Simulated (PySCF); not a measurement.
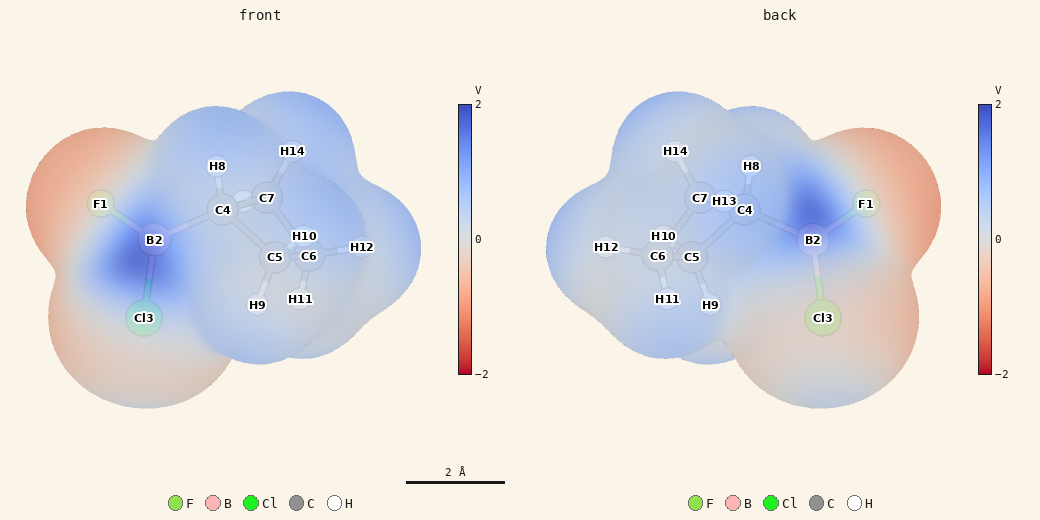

C4H7BClF (SMILES FB(Cl)C1CCC1). The electrostatic potential painted on the density surface at 0.002 e/bohr³, seen from the front and from behind; the colour scale runs from red (negative) to blue (positive).

Geometry: GFN2-xTB.

Theory: PBE0/pcSseg-1, SCF density, gas phase, non-relativistic in PySCF 2.14.0.

```xyz
14

F     2.5924    1.5878    0.3325
B     1.6625    0.8659   -0.2779
Cl    2.1376    0.1021   -1.7354
C     0.2268    0.7075    0.3620
C    -0.9484    0.4518   -0.6141
C    -0.9631   -1.0287   -0.2142
C    -0.0287   -0.7110    0.9584
H     0.0380    1.5067    1.0811
H    -0.7419    0.6562   -1.6621
H    -1.8507    0.9820   -0.3190
H    -0.4950   -1.6663   -0.9601
H    -1.9331   -1.4431    0.0500
H     0.8455   -1.3501    1.0616
H    -0.5426   -0.6613    1.9151
```

Where is the surface potential most negative and most positive?

The most negative region (about −0.8 V) lies over F1, the most positive (about +1.6 V) over B2.

How polar is the molecule by this calculation?

Its dipole moment is 1.77 D.
